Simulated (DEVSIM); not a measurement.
Device: Pt/SiO2/n-Si capacitor, at 350 K.

| layer (left to right) | material | thickness (nm) | Nd (cm⁻³) |
|---|---|---|---|
| 1 | SiO2 | 3.40 | - |
| 2 | Si | 610 | 9e17 |

Metal gate on the left, work function 5.6 eV. Fixed charge at the semiconductor interface -1.4e10 cm⁻² (in units of +e); no interface traps.

This is a model device: material constants are rounded textbook-type values typed into the input, and sizes, dopings and lifetimes were drawn at random. Values at 300 K; Nc and Nv go as T^1.5, mobilities as T to minus their exponent, the gap by Varshni's rule with the affinity fixed.

```tsv
parameter	SiO2	Si
gap (eV)	9	1.124
affinity (eV)	0.9	4.05
permittivity	3.9	11.7
Nc (cm⁻³)	-	2.86e19
Nv (cm⁻³)	-	3.1e19
Varshni α (eV/K)	-	0.000473
Varshni β (K)	-	636
```

DEVSIM, 1D Poisson equation in equilibrium, Boltzmann statistics, complete ionisation; no quantum confinement or tunnelling. Metal contacts follow the ideal Schottky-Mott rule: no Fermi-level pinning, no interface dipoles.

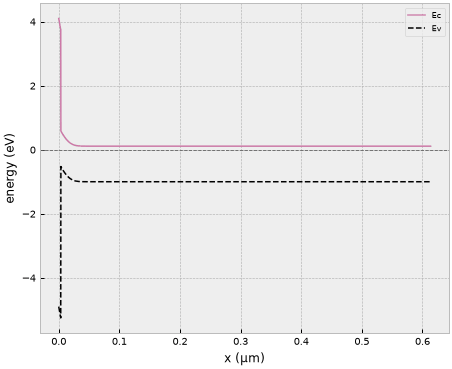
*Band edges at 0.6 V on the gate*

Energies count from the Fermi level of the right contact; mesh points crowd at the junctions.

```
x (μm)     Ec (eV)  Ev (eV)  n (cm⁻³)  p (cm⁻³)  field (V/cm)
---------  -------  -------  --------  --------  ------------
0.000        4.100   -4.900     < 1e2     < 1e2      -1100000
0.0007381    4.022   -4.978     < 1e2     < 1e2      -1100000
0.001671     3.924   -5.076     < 1e2     < 1e2      -1100000
0.002541     3.832   -5.168     < 1e2     < 1e2      -1100000
0.003568     0.586   -0.525    1.3e11    1.1e12       -350000
0.004602     0.550   -0.561    4.3e11    3.3e11       -340000
0.006582     0.486   -0.625    3.6e12    4.0e10       -310000
0.01169      0.346   -0.765    3.7e14     3.8e8       -240000
0.01902      0.208   -0.902    3.6e16   4000000       -140000
0.03305      0.119   -0.992    7.0e17    210000        -16000
0.05695      0.111   -0.999    9.0e17    160000          -110
0.1253       0.111   -0.999    9.0e17    160000           ≈ 0
0.2207       0.111   -0.999    9.0e17    160000           ≈ 0
0.3809       0.111   -0.999    9.0e17    160000           ≈ 0
0.5071       0.111   -0.999    9.0e17    160000           ≈ 0
0.5540       0.111   -0.999    9.0e17    160000           ≈ 0
0.5816       0.111   -0.999    9.0e17    160000           ≈ 0
0.5960       0.111   -0.999    9.0e17    160000           ≈ 0
0.6063       0.111   -0.999    9.0e17    160000           ≈ 0
0.6099       0.111   -0.999    9.0e17    160000           ≈ 0
0.6120       0.111   -0.999    9.0e17    160000           ≈ 0
0.6134       0.111   -0.999    9.0e17    160000           ≈ 0
```
